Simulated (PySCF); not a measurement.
C₇H₁₂Ge: geometry relaxation

System: C₇H₁₂Ge.
Method: PBE0-D3(BJ)/def2-SVP geometry optimisation, gas phase (PySCF 2.14.0).

It belongs to a series of runs on one base structure; here: constitutional isomer.

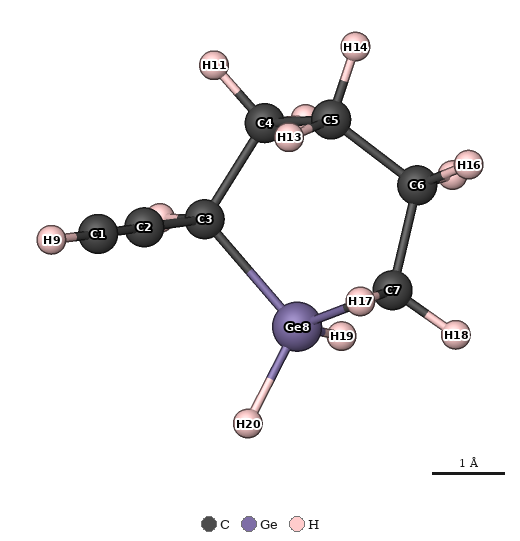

The structure as given in the input (ball-and-stick view, seen at a tilt; atoms are numbered from 1 in the order of the input). Sticks mark near contacts.

### Key numbers

| quantity | value |
| --- | --- |
| outcome | converged |
| total energy | −2349.872286 hartree |
| dipole moment | 0.90 D |
| point group | C1 |
| hardware | 1 CPU thread, shared host |
| wall time | 3 min |
| peak memory | 0.84 GiB |

### Input
```
{"job": {"xc": "PBE0", "basis": "def2-SVP", "d3": "d3bj", "grid": 1, "shake": 0.01, "kind": "geom"}, "charge": 0, "multiplicity": 1}
C     -1.417440     2.250980     1.478000
C     -1.216300     1.662630     0.465400
C     -0.927780     0.901440    -0.728320
C      0.627440     0.941410    -1.037510
C      1.454680     0.317690     0.056980
C      1.362200    -1.194480     0.143120
C      0.035010    -1.689190     0.689560
Ge    -1.424440    -0.996660    -0.445610
H     -1.646750     2.839120     2.357850
H     -1.459440     1.342260    -1.548860
H      0.891070     1.976630    -1.174390
H      0.777310     0.404170    -1.965520
H      1.138250     0.766360     1.018820
H      2.482330     0.601720    -0.113470
H      1.525380    -1.627370    -0.852490
H      2.170170    -1.554620     0.796230
H     -0.111180    -1.298220     1.702010
H      0.013390    -2.770270     0.752880
H     -1.502450    -1.727060    -1.768620
H     -2.822470    -1.131140     0.204030
```

The first line tells a small driver script what to run in PySCF; the rest is the geometry in Å.

Launched with:
```bash
OMP_NUM_THREADS=1 python <driver script> task.json out
```

### Output
```
step   0  E = -2349.86537899  max force = 0.052788
step   1  E = -2349.87188821  max force = 0.005359
step   2  E = -2349.87218802  max force = 0.001800
step   3  E = -2349.87225701  max force = 0.001175
step   4  E = -2349.87228070  max force = 0.000862
step   5  E = -2349.87228645  max force = 0.000255
optimisation converged
```

### Trajectory as extended XYZ (Å, eV, eV/Å), 6 frames, from step=0 to step=5
```
20
Properties=species:S:1:pos:R:3:forces:R:3 step=0 energy=-63943.09392
C    -1.4174    2.2510    1.4780   -0.6902   1.7824   2.7145
C    -1.2163    1.6626    0.4654    0.3791  -1.4528  -2.2082
C    -0.9278    0.9014   -0.7283    1.4785  -0.3199   0.6062
C     0.6274    0.9414   -1.0375   -1.7084  -0.4621   0.5871
C     1.4547    0.3177    0.0570   -0.3543   0.0451   0.2666
C     1.3622   -1.1945    0.1431    0.0414  -0.0241   0.2546
C     0.0350   -1.6892    0.6896   -0.3321   0.6281  -0.3458
Ge   -1.4244   -0.9967   -0.4456   -0.3045   0.0036   0.7142
H    -1.6467    2.8391    2.3579    0.1283  -0.2568  -0.2546
H    -1.4594    1.3423   -1.5489   -0.5757   0.2343  -0.8805
H     0.8911    1.9766   -1.1744    0.3238   0.7782  -0.2088
H     0.7773    0.4042   -1.9655    0.2297  -0.1845  -0.7038
H     1.1382    0.7664    1.0188    0.2237  -0.0469  -0.0309
H     2.4823    0.6017   -0.1135    0.7822   0.1859   0.0112
H     1.5254   -1.6274   -0.8525    0.2093  -0.1080  -0.1927
H     2.1702   -1.5546    0.7962    0.1571  -0.1210  -0.0296
H    -0.1112   -1.2982    1.7020   -0.1244   0.0683   0.2299
H     0.0134   -2.7703    0.7529   -0.1167  -0.6095  -0.0070
H    -1.5025   -1.7271   -1.7686    0.1379  -0.2272  -0.5577
H    -2.8225   -1.1311    0.2040    0.1152   0.0872   0.0353
20
Properties=species:S:1:pos:R:3:forces:R:3 step=1 energy=-63943.27105
C    -1.3058    2.1356    1.3825    0.0399  -0.2562  -0.1646
C    -1.1042    1.5472    0.3391    0.0014   0.1937   0.0661
C    -0.8116    0.8332   -0.8871   -0.0766   0.0908  -0.2756
C     0.6921    0.8754   -1.2465   -0.0479   0.0897  -0.0951
C     1.6056    0.2332   -0.2077    0.0993   0.0100  -0.0168
C     1.4700   -1.2836   -0.0892    0.0147  -0.0016  -0.0580
C     0.1157   -1.7494    0.4464   -0.0321  -0.1791   0.1000
Ge   -1.3590   -1.0611   -0.6403    0.1093  -0.0719  -0.1403
H    -1.4875    2.6076    2.3250   -0.0526   0.1365   0.1132
H    -1.3970    1.2746   -1.7216    0.0969  -0.1113   0.2200
H     0.9840    1.9335   -1.3919   -0.0216  -0.1467   0.0142
H     0.8365    0.3712   -2.2222   -0.0325   0.0756   0.0795
H     1.4113    0.6982    0.7725   -0.0174   0.0270   0.0728
H     2.6519    0.4841   -0.4518   -0.0460  -0.0370  -0.0455
H     1.6576   -1.7364   -1.0816   -0.0096   0.0000   0.0388
H     2.2710   -1.6625    0.5682    0.0028  -0.0125   0.0018
H    -0.0355   -1.3682    1.4710   -0.0045  -0.0063  -0.0136
H     0.0696   -2.8513    0.5073   -0.0052   0.1119  -0.0093
H    -1.3942   -1.7669   -2.0257   -0.0100   0.0904   0.1258
H    -2.7311   -1.1631    0.0467   -0.0082  -0.0030  -0.0133
20
Properties=species:S:1:pos:R:3:forces:R:3 step=2 energy=-63943.27921
C    -1.3249    2.1442    1.3824   -0.0168  -0.0832   0.0726
C    -1.1073    1.5575    0.3425    0.0359   0.0926  -0.0217
C    -0.8086    0.8393   -0.8814   -0.0118  -0.0035  -0.0205
C     0.6917    0.8771   -1.2441   -0.0346  -0.0005  -0.0038
C     1.6121    0.2263   -0.2134    0.0128   0.0031   0.0189
C     1.4720   -1.2917   -0.0925   -0.0069   0.0148  -0.0125
C     0.1200   -1.7561    0.4525   -0.0198  -0.0322   0.0390
Ge   -1.3486   -1.0577   -0.6362    0.0388  -0.0016   0.0097
H    -1.5282    2.6333    2.3174   -0.0029   0.0280  -0.0522
H    -1.3963    1.2744   -1.7079   -0.0020  -0.0287   0.0240
H     0.9891    1.9292   -1.3900    0.0126  -0.0122   0.0113
H     0.8244    0.3774   -2.2203    0.0060   0.0169  -0.0048
H     1.4316    0.6927    0.7716    0.0028  -0.0004  -0.0042
H     2.6552    0.4687   -0.4742   -0.0084  -0.0158  -0.0260
H     1.6483   -1.7461   -1.0849    0.0033  -0.0043   0.0025
H     2.2775   -1.6746    0.5574    0.0028   0.0055   0.0008
H    -0.0290   -1.3773    1.4778    0.0043   0.0074  -0.0066
H     0.0694   -2.8548    0.5094   -0.0047   0.0087  -0.0087
H    -1.3854   -1.7495   -2.0179    0.0001   0.0100  -0.0106
H    -2.7235   -1.1611    0.0450   -0.0116  -0.0047  -0.0072
20
Properties=species:S:1:pos:R:3:forces:R:3 step=3 energy=-63943.28108
C    -1.3351    2.1487    1.3857   -0.0192  -0.0440   0.0497
C    -1.1063    1.5645    0.3469    0.0339   0.0392  -0.0424
C    -0.8067    0.8423   -0.8752    0.0146  -0.0243   0.0604
C     0.6914    0.8773   -1.2427   -0.0165  -0.0202   0.0071
C     1.6165    0.2208   -0.2190   -0.0157  -0.0041   0.0111
C     1.4715   -1.2966   -0.0949   -0.0089   0.0019   0.0039
C     0.1213   -1.7589    0.4582   -0.0013   0.0131   0.0020
Ge   -1.3437   -1.0555   -0.6310   -0.0109   0.0108   0.0339
H    -1.5525    2.6525    2.3090    0.0058   0.0173  -0.0227
H    -1.3982    1.2722   -1.6987   -0.0254   0.0050  -0.0360
H     0.9949    1.9269   -1.3868    0.0053   0.0256   0.0083
H     0.8182    0.3813   -2.2208    0.0102   0.0009  -0.0195
H     1.4476    0.6890    0.7675    0.0099   0.0001  -0.0117
H     2.6574    0.4558   -0.4931    0.0057  -0.0048  -0.0085
H     1.6403   -1.7534   -1.0873    0.0053  -0.0033  -0.0043
H     2.2809   -1.6801    0.5499   -0.0008   0.0034   0.0028
H    -0.0243   -1.3794    1.4835    0.0061   0.0086  -0.0023
H     0.0675   -2.8567    0.5129   -0.0016  -0.0157  -0.0014
H    -1.3795   -1.7391   -2.0157    0.0066  -0.0056  -0.0223
H    -2.7219   -1.1606    0.0448   -0.0029  -0.0041  -0.0081
20
Properties=species:S:1:pos:R:3:forces:R:3 step=4 energy=-63943.28173
C    -1.3369    2.1496    1.3893   -0.0153  -0.0125   0.0258
C    -1.1030    1.5690    0.3497    0.0149   0.0119  -0.0286
C    -0.8058    0.8434   -0.8710    0.0059  -0.0192   0.0443
C     0.6905    0.8769   -1.2431    0.0056  -0.0152  -0.0011
C     1.6187    0.2166   -0.2243   -0.0145  -0.0044  -0.0024
C     1.4698   -1.3000   -0.0960   -0.0058  -0.0038   0.0034
C     0.1207   -1.7589    0.4631    0.0035   0.0143  -0.0138
Ge   -1.3428   -1.0540   -0.6263   -0.0221   0.0077   0.0208
H    -1.5599    2.6649    2.3047    0.0106   0.0037  -0.0088
H    -1.4007    1.2702   -1.6944   -0.0136   0.0088  -0.0253
H     0.9968    1.9265   -1.3846   -0.0024   0.0171   0.0069
H     0.8141    0.3844   -2.2237    0.0056  -0.0003  -0.0091
H     1.4590    0.6873    0.7623    0.0096   0.0027  -0.0057
H     2.6586    0.4459   -0.5074    0.0062   0.0002   0.0006
H     1.6342   -1.7601   -1.0877    0.0034  -0.0003  -0.0025
H     2.2812   -1.6831    0.5467   -0.0024   0.0015   0.0027
H    -0.0213   -1.3766    1.4877    0.0043   0.0051   0.0009
H     0.0650   -2.8567    0.5185   -0.0009  -0.0099   0.0055
H    -1.3752   -1.7337   -2.0140    0.0078  -0.0049  -0.0087
H    -2.7237   -1.1605    0.0439   -0.0005  -0.0025  -0.0048
20
Properties=species:S:1:pos:R:3:forces:R:3 step=5 energy=-63943.28188
C    -1.3333    2.1482    1.3923   -0.0055   0.0012   0.0000
C    -1.0995    1.5711    0.3505    0.0000  -0.0005  -0.0064
C    -0.8059    0.8435   -0.8693   -0.0012  -0.0080   0.0068
C     0.6898    0.8759   -1.2452    0.0101  -0.0037  -0.0036
C     1.6199    0.2139   -0.2293   -0.0073  -0.0023  -0.0057
C     1.4674   -1.3019   -0.0963   -0.0015  -0.0040   0.0010
C     0.1187   -1.7566    0.4670    0.0025   0.0051  -0.0122
Ge   -1.3448   -1.0530   -0.6230   -0.0131   0.0027   0.0055
H    -1.5538    2.6692    2.3048    0.0075  -0.0008   0.0038
H    -1.4025    1.2691   -1.6932    0.0003   0.0050  -0.0034
H     0.9964    1.9262   -1.3842   -0.0053   0.0030   0.0036
H     0.8117    0.3859   -2.2274   -0.0001   0.0004   0.0003
H     1.4667    0.6875    0.7567    0.0058   0.0027  -0.0003
H     2.6594    0.4390   -0.5175    0.0020   0.0003   0.0012
H     1.6296   -1.7656   -1.0868    0.0006   0.0011  -0.0005
H     2.2791   -1.6841    0.5464   -0.0020  -0.0009   0.0013
H    -0.0204   -1.3700    1.4904    0.0021   0.0022   0.0013
H     0.0614   -2.8544    0.5260   -0.0004  -0.0011   0.0079
H    -1.3728   -1.7328   -2.0115    0.0050  -0.0019   0.0010
H    -2.7276   -1.1598    0.0429    0.0005  -0.0008  -0.0016
```

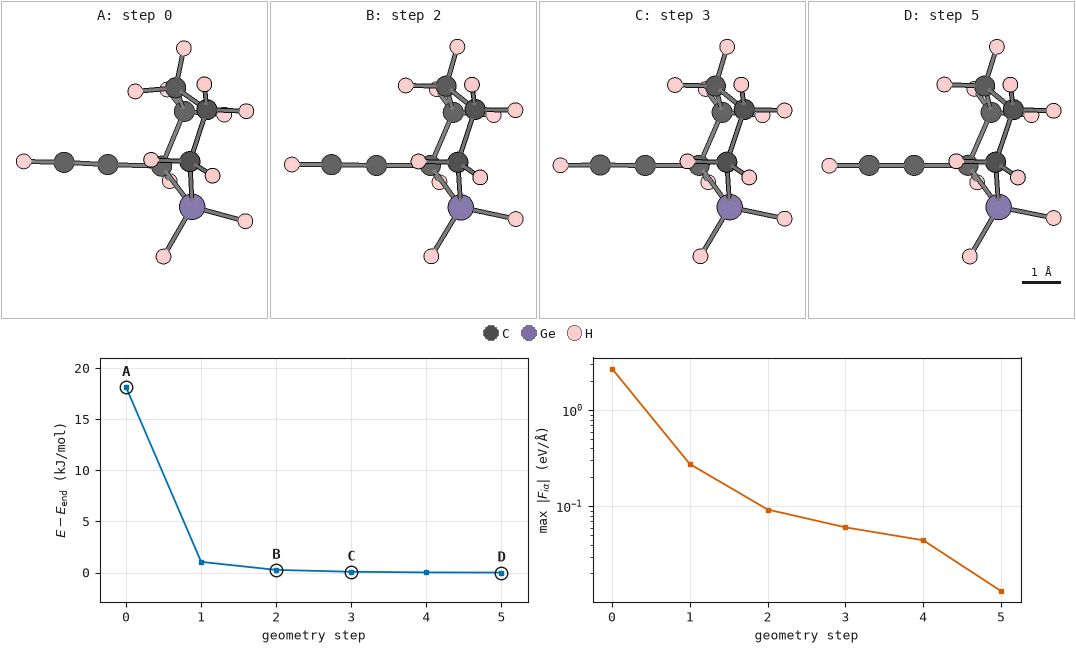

Frames of the relaxation (ball-and-stick view, seen at a tilt) above the curves, on which the letters mark them (steps are counted from 0).

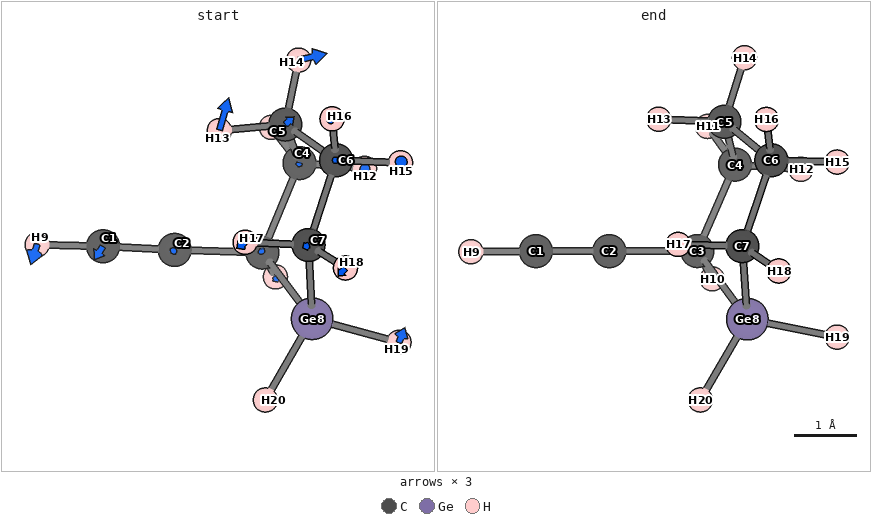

Before (left) and after (right) the relaxation, at one scale (ball-and-stick view, seen at a tilt). The blue arrows give the displacements, magnified 3 times. After 5 geometry steps the energy has fallen by 18.1 kJ/mol. The largest force component goes from 2.7 to 0.013 eV/Å. The largest move after the best rigid fit is that of H13, 0.19 Å. Largest moves by element: H 0.19 Å, C 0.09 Å, Ge 0.02 Å. Distances before and after: C3–C4 1.586 → 1.542 Å, Ge8–H19 1.513 → 1.546 Å, C3–H10 1.073 → 1.103 Å, C4–H11 1.077 → 1.103 Å. Among the angles that change: Ge8–C3–H10 112.2° → 108.3°, H19–Ge8–H20 106.2° → 110.0°, C2–C1–H9 175.7° → 179.0°. (Atoms are counted from 1 in the order of the input.)
